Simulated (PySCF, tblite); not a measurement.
# C6H10NSi radical: geometry, infrared bands and EPR parameters

Aim: predict the infrared bands and EPR parameters of C6H10NSi radical (`[C]#C[C@@H]1N[SiH2]C[C@@H]1C`).

Programs: tblite 0.8.0 and PySCF 2.14.0, with density-fitted response routines of our own. Each step states its level of theory. These are calculated values for one molecule in the gas phase, unless marked as measured. Atoms are numbered from 0 throughout.

**1. The molecule as given**

18 atoms, charge 0, multiplicity 2; geometry from: force field or distance geometry start.

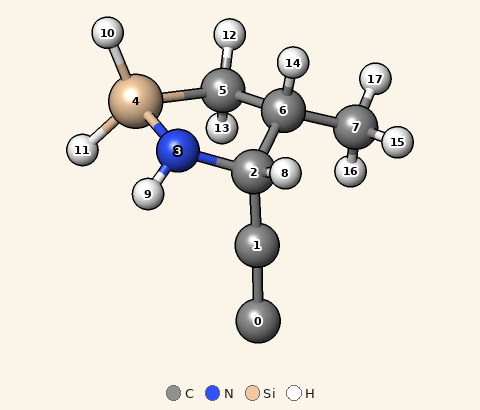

As it starts; carbon grey, nitrogen blue, silicon light orange, hydrogen white, atoms numbered.

**2. Geometry optimisation with GFN2-xTB**

What the job is given:

```
{"job": {"kind": "relax", "xc": "GFN2-xTB", "basis": "xTB"}, "charge": 0, "multiplicity": 2}
C     -0.278100     2.869500    -1.758200
C      0.067500     1.918700    -0.611000
C      0.455300     0.986400     0.500300
N      1.785400     0.387600     0.271600
Si     1.734900    -1.128000    -0.563500
C     -0.160100    -1.262700    -0.453900
C     -0.531100    -0.214400     0.630400
C     -2.006800     0.148700     0.601700
H      0.469600     1.551500     1.437800
H      2.404300     1.035900    -0.182200
H      2.453900    -2.140300     0.226400
H      2.210000    -0.891900    -1.946000
H     -0.482700    -2.266900    -0.157800
H     -0.596700    -1.006700    -1.421100
H     -0.342400    -0.669500     1.618300
H     -2.248000     0.904300     1.363500
H     -2.317800     0.529100    -0.378400
H     -2.625900    -0.744800     0.810300
```

On the command line:

```bash
> OMP_NUM_THREADS=1 python probes_run.py task.json out
```

One launch serves the whole session: the jobs run in the order shown.

The program printed:

```text
step      E/eV     max force
  0    -608.01258    9.562
  1    -609.92143    7.830
  2    -605.00189   57.469
  3    -610.24601    5.317
  4    -610.39403    3.567
  5    -610.56593    2.670
  6    -610.59563    1.436
  7    -610.63726    0.433
  8    -610.64928    0.737
  9    -610.66187    0.645
 10    -610.67443    0.267
 11    -610.68515    0.347
 12    -610.69408    0.374
 13    -610.70092    0.253
 14    -610.70646    0.166
 15    -610.71062    0.141
 16    -610.71352    0.157
 17    -610.71586    0.108
 18    -610.71815    0.102
 19    -610.72040    0.112
 20    -610.72228    0.118
 21    -610.72354    0.078
 22    -610.72441    0.071
 23    -610.72517    0.080
 24    -610.72599    0.088
 25    -610.72686    0.082
 26    -610.72768    0.056
 27    -610.72834    0.049
 28    -610.72887    0.055
 29    -610.72940    0.055
 30    -610.72992    0.049
 31    -610.73032    0.041
 32    -610.73056    0.034
 33    -610.73072    0.027
 34    -610.73086    0.025
 35    -610.73099    0.028
 36    -610.73112    0.028
 37    -610.73126    0.035
 38    -610.73142    0.033
 39    -610.73159    0.029
 40    -610.73175    0.032
 41    -610.73190    0.028
 42    -610.73205    0.035
 43    -610.73222    0.028
 44    -610.73236    0.031
 45    -610.73245    0.025
 46    -610.73251    0.019
 47    -610.73258    0.021
 48    -610.73269    0.041
 49    -610.73281    0.052
 50    -610.73291    0.038
 51    -610.73298    0.021
 52    -610.73304    0.023
 53    -610.73312    0.046
 54    -610.73322    0.057
 55    -610.73330    0.039
 56    -610.73335    0.015
 57    -610.73338    0.017
 58    -610.73342    0.035
 59    -610.73346    0.040
 60    -610.73350    0.027
 61    -610.73354    0.013
 62    -610.73357    0.023
 63    -610.73361    0.035
 64    -610.73364    0.031
 65    -610.73367    0.014
 66    -610.73368    0.012
 67    -610.73370    0.025
 68    -610.73372    0.027
 69    -610.73374    0.014
 70    -610.73374    0.004
```

Wall time 0.42 s (1 thread of Arm Neoverse V2, shared host).

Along the way: (not every step is listed) (the energy doesn't fall at every step)

```csv
step,energy from step 0 (eV),largest force (eV/Å)
0,0.0000,9.5624
1,-1.9089,7.8300
2,3.0107,57.4687
3,-2.2334,5.3165
4,-2.3815,3.5667
5,-2.5534,2.6702
6,-2.5831,1.4365
7,-2.6247,0.4330
8,-2.6367,0.7372
13,-2.6883,0.2526
18,-2.7056,0.1021
23,-2.7126,0.0802
28,-2.7163,0.0552
33,-2.7181,0.0268
38,-2.7188,0.0335
43,-2.7196,0.0285
48,-2.7201,0.0406
53,-2.7205,0.0462
58,-2.7208,0.0354
63,-2.7210,0.0350
65,-2.7211,0.0142
66,-2.7211,0.0122
67,-2.7211,0.0247
68,-2.7211,0.0268
69,-2.7212,0.0145
70,-2.7212,0.0045
```

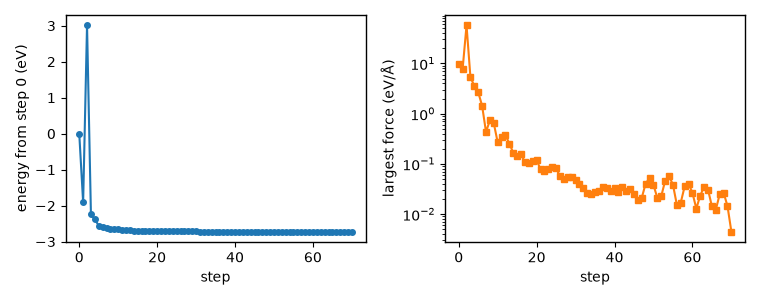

Energy and largest force along the relaxation.

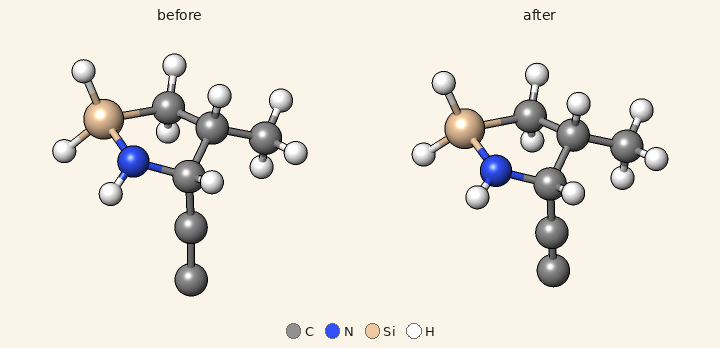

The geometry before (left) and after (right).

Close pairs (by a distance rule), those that changed most:

```csv
bond,before (Å),after (Å),change (Å)
C0–C1,1.530,1.196,-0.334
C2–N3,1.476,1.430,-0.046
C2–C6,1.559,1.536,-0.023
C5–C6,1.553,1.531,-0.022
C7–H17,1.107,1.088,-0.019
C1–C2,1.502,1.483,-0.019
Si4–H11,1.481,1.463,-0.018
C7–H15,1.100,1.088,-0.011
```

The final coordinates are the input of the step that follows.

**3. Harmonic vibrations with GFN2-xTB**

What the job is given:

```
{"job": {"kind": "ir", "xc": "GFN2-xTB", "basis": "xTB"}, "charge": 0, "multiplicity": 2}
C     -0.340248     2.485684    -1.624942
C      0.016098     1.829445    -0.690749
C      0.431988     0.972980     0.446098
N      1.731694     0.424234     0.210089
Si     1.723458    -1.090602    -0.628908
C     -0.163095    -1.235365    -0.466389
C     -0.519532    -0.219980     0.622877
C     -1.988272     0.179642     0.608756
H      0.440628     1.618247     1.335527
H      2.482826     1.094295     0.201157
H      2.497179    -2.038744     0.175758
H      2.197761    -1.019229    -2.010569
H     -0.528993    -2.225825    -0.204927
H     -0.650510    -0.945796    -1.398136
H     -0.278513    -0.659989     1.598050
H     -2.201983     0.890504     1.404803
H     -2.243118     0.644015    -0.341189
H     -2.616127    -0.697197     0.751038
```

The program printed:

```text
mode    cm-1     km/mol
  1      79.6      2.78
  2     110.8      1.83
  3     136.8      2.03
  4     193.6      3.32
  5     207.6      0.14
  6     270.9      0.45
  7     321.3      1.50
  8     355.3      5.69
  9     401.3     11.16
 10     460.5      5.55
 11     487.3     74.21
 12     500.4     34.82
 13     532.7     75.43
 14     613.9     62.69
 15     661.8    113.65
 16     769.7     21.55
 17     782.8     61.71
 18     796.6    255.80
 19     811.3     67.70
 20     848.8    104.94
 21     920.1      9.69
 22     973.8      7.52
 23    1016.2     15.97
 24    1094.8     16.13
 25    1105.0      7.32
 26    1134.3      5.23
 27    1152.8     86.88
 28    1212.6     52.26
 29    1232.5     16.76
 30    1235.7      3.32
 31    1296.7     74.10
 32    1307.5     12.70
 33    1326.9      5.39
 34    1412.1      3.71
 35    1477.4      2.39
 36    1494.1      2.82
 37    1499.2      3.07
 38    2245.7    430.43
 39    2270.7    213.62
 40    2275.5     29.17
 41    2868.3     45.40
 42    2913.0     41.25
 43    2986.8     36.74
 44    3014.8     20.82
 45    3025.2     45.01
 46    3033.6     38.35
 47    3042.3     17.36
 48    3475.1      0.89
```

Wall time 0.56 s (1 thread of Arm Neoverse V2, shared host).

The strongest bands and the atoms that carry them (share of the mass-weighted mode):

```csv
cm⁻¹,km/mol,atoms
487,74.2,"H9 35 %, N3 21 %"
533,75.4,"H11 49 %, H10 31 %"
662,113.7,"H10 40 %, H11 32 %"
797,255.8,"H10 25 %, H11 22 %, Si4 17 %"
849,104.9,"N3 22 %, Si4 18 %, C2 17 %, H9 12 %"
1153,86.9,"C6 21 %, C2 20 %, C5 16 %, N3 13 %"
2246,430.4,"H10 77 %, H11 19 %"
2271,213.6,"H11 73 %, H10 19 %"
```

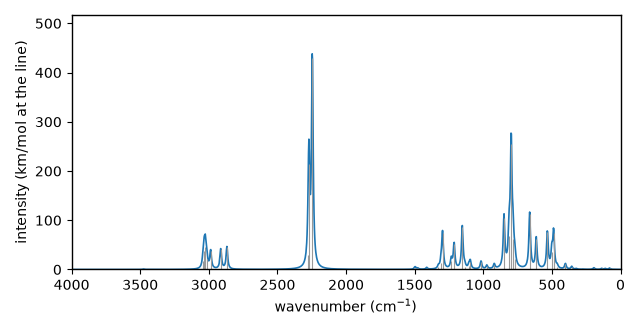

The infrared spectrum from these modes, unscaled. Lines are broadened to a width of 14 cm⁻¹ (Lorentzian).

**4. g tensor and hyperfine couplings: B3LYP/pcH-1**

Same as in step 3 but for these lines:

```diff
@@ -1,2 +1,2 @@
-{"job": {"kind": "ir", "xc": "GFN2-xTB", "basis": "xTB"}, "charge": 0, "multiplicity": 2}
+{"job": {"kind": "epr", "basis": "pcH-1"}, "charge": 0, "multiplicity": 2}
 C     -0.340248     2.485684    -1.624942
```

With the program's defaults for keys left out, this is: UKS B3LYP, pcH-1 on C H N Si, non-relativistic, mean-field spin-orbit, GIAO.

The program printed:

```text
UKS, coarse grid
  cycle   1  E = -578.56850532  |g| = 5.22e-01
  cycle   2  E = -576.83517070  |g| = 1.39e+00
  cycle   3  E = -578.62920241  |g| = 4.39e-01
  cycle   4  E = -578.75122781  |g| = 1.51e-01
  cycle   5  E = -578.75187110  |g| = 1.57e-01
  cycle   6  E = -578.75774974  |g| = 1.31e-01
  cycle   7  E = -578.76449596  |g| = 8.28e-02
  cycle   8  E = -578.76871227  |g| = 2.19e-02
  cycle   9  E = -578.76894233  |g| = 4.70e-03
  cycle  10  E = -578.76896297  |g| = 2.51e-03
  cycle  11  E = -578.76896906  |g| = 2.92e-03
  cycle  12  E = -578.76898596  |g| = 1.38e-03
  cycle  13  E = -578.76899424  |g| = 1.26e-03
  cycle  14  E = -578.76900110  |g| = 7.63e-04
UKS, final grid
  cycle   1  E = -578.76898872  |g| = 1.37e-03
  cycle   2  E = -578.76897930  |g| = 4.80e-03
  cycle   3  E = -578.76899113  |g| = 6.03e-04
  cycle   4  E = -578.76899183  |g| = 6.13e-04
  cycle   5  E = -578.76899434  |g| = 3.83e-04
  cycle   6  E = -578.76899528  |g| = 1.84e-04
  cycle   7  E = -578.76899546  |g| = 8.69e-05
  cycle   8  E = -578.76899550  |g| = 3.88e-05
  cycle   9  E = -578.76899550  |g| = 1.31e-05
E = -578.76899550 Eh   <S^2> = 0.7603 (exact 0.7500)
g shifts (ppm)      1          2          3
  rmc          -173       -173       -173
  gc              5         17         18
  oz_so        -234        827       1782
  total        -403        671       1627
hyperfine (MHz)  atom isotope    a_iso     a_fc   dipolar eigenvalues
    0   13C     719.41     719.39    -57.72    -49.53    107.25
    1   13C      60.02      60.08    -31.30    -22.23     53.53
    2   13C       0.06       0.05     -3.92     -3.23      7.15
    3   14N       2.24       2.25     -6.08     -5.90     11.98
    4  29Si       5.18       5.19     -0.36      0.12      0.24
    5   13C      -0.05      -0.05     -0.33     -0.09      0.42
    6   13C      -5.20      -5.20     -0.58      0.13      0.45
    7   13C      -0.34      -0.34     -0.34     -0.29      0.63
    8    1H       3.58       3.58     -2.66     -0.16      2.83
    9    1H      -7.06      -7.07     -7.45     -0.29      7.74
   10    1H      11.73      11.73     -0.89     -0.46      1.35
   11    1H       5.82       5.82     -1.10     -0.46      1.55
   12    1H      -0.47      -0.47     -0.68     -0.41      1.09
   13    1H      -0.44      -0.44     -1.51     -0.99      2.51
   14    1H      -0.37      -0.38     -1.04     -0.40      1.44
   15    1H      -0.10      -0.10     -1.07     -0.84      1.90
   16    1H       0.45       0.45     -2.18     -1.91      4.09
   17    1H       0.40       0.40     -0.65     -0.57      1.22
```

Wall time 1.9 min (1 thread of Arm Neoverse V2, shared host); peak memory 1.1 GiB.

Principal g values 2.00192, 2.00299, 2.00395; g(iso) = 2.00295, against 2.00232 for a free electron.

Hyperfine couplings; where a row names several nuclei, a(iso) is their mean (it holds for fast rotation or exchange) and the dipolar term the largest among them:

```csv
nuclei,isotope,a(iso) (MHz),"a(iso) (G, at g = 2.0023)",largest dipolar term (MHz)
C0,13C,719.4,256.7,107.2
C1,13C,60.0,21.4,53.5
H10,1H,11.7,4.2,1.3
H9,1H,-7.1,-2.5,7.7
H11,1H,5.8,2.1,1.6
C6,13C,-5.2,-1.9,-0.6
Si4,29Si,5.2,1.8,-0.4
H8,1H,3.6,1.3,2.8
N3,14N,2.2,0.8,12.0
H12,1H,-0.5,-0.2,1.1
H13,1H,-0.4,-0.2,2.5
H14,1H,-0.4,-0.1,1.4
C7,13C,-0.3,-0.1,0.6
"H15, H16, H17",1H,0.3,0.1,4.1
```

Mulliken spin populations:

C0 0.93; C1 -0.06; C2 0.02; N3 0.12; Si4 -0.01; C5 0.00; C6 0.00; C7 0.00; H8 0.00; H9 0.00; H10 0.01; H11 0.00; H12 0.00; H13 0.00; H14 0.00; H15 0.00; H16 0.00; H17 0.00

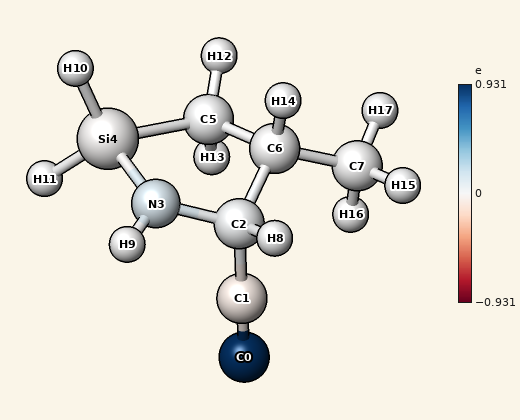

Mulliken spin populations, as colours on the atoms.

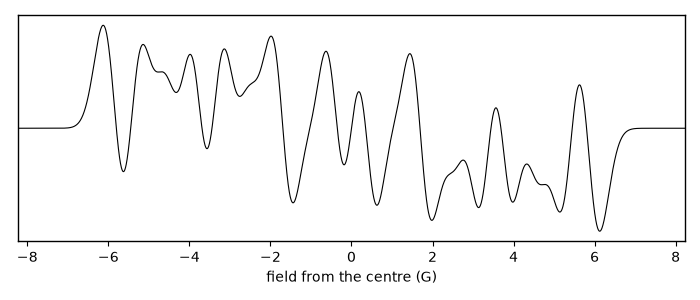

First-order isotropic spectrum (first derivative, main isotopes with spin only, couplings over 0.8 MHz, Gaussian width 0.3 G; couplings of the frozen geometry, rotation of groups not averaged beyond the rows shown).

The fields below are evaluated on a grid from the run's orbitals.

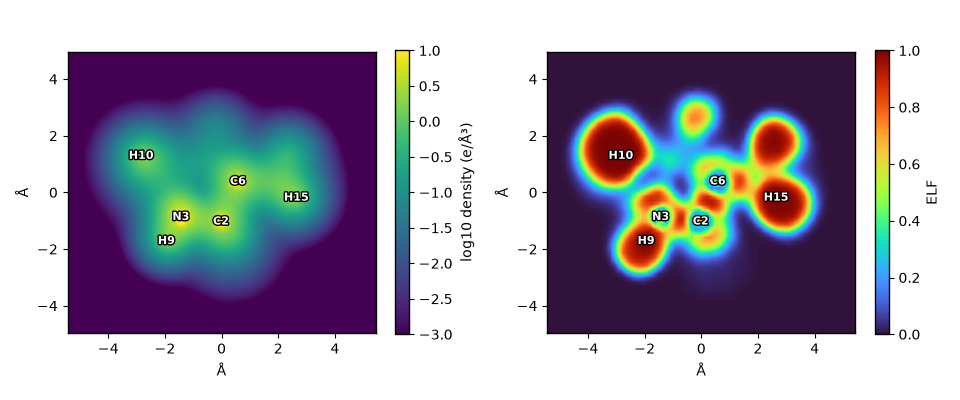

Density (left) and ELF (right) in a plane through or near 6 of the atoms.

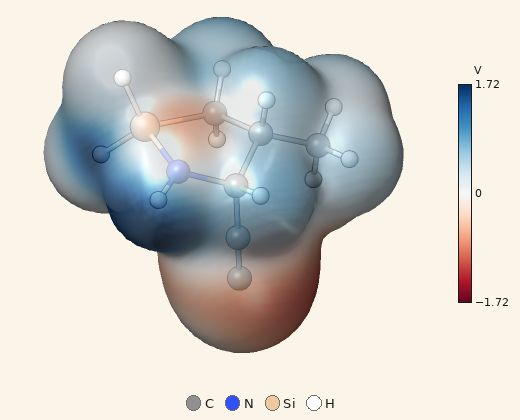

Electrostatic potential on the surface of density 0.002 e/bohr³; red is low, blue high. It runs from -1.06 V near C0 to 1.72 V near H9.

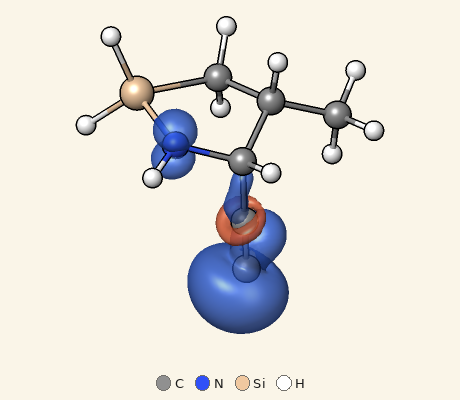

Spin density at ±0.04 e/Å³ (alpha excess blue, beta excess red).

**5. Summary of results**

```
                                                                  quantity                  value
                                 strongest single infrared mode (GFN2-xTB)  2246 cm⁻¹, 430 km/mol
                                              zero-point energy (GFN2-xTB)          87.8 kcal/mol
                                                            g(iso) (B3LYP)                2.00295
                                                                      ⟨S²⟩     0.760 (exact 0.75)
                                        largest a(iso) (averaged by class)   13C on C0, 719.4 MHz
potential on the surface of density 0.002 e/bohr³, 1st and 99th percentile     -1.06 V and 1.72 V
```

The optimisation took 70 steps and gained 2.721 eV; among the close pairs (by a distance rule), C0–C1 changed most, from 1.530 to 1.196 Å. No mode is imaginary among the 48: a minimum at this level. The strongest single mode, at 2246 cm⁻¹, moves mainly H10. GFN2-xTB is a fitted tight-binding method: band positions and strengths are rough. Its intensities can rank the bands wrongly. C0 carries the largest spin population, 0.93 e. The isotropic g lies 0.6 ppt above the free-electron value. These values are for one conformer; the search (at its own cheap level) found 2 more, at 0.00, 2.30 kcal/mol (those within 0.05 may be mirror or relabelled copies), and measured spectra average over such forms.
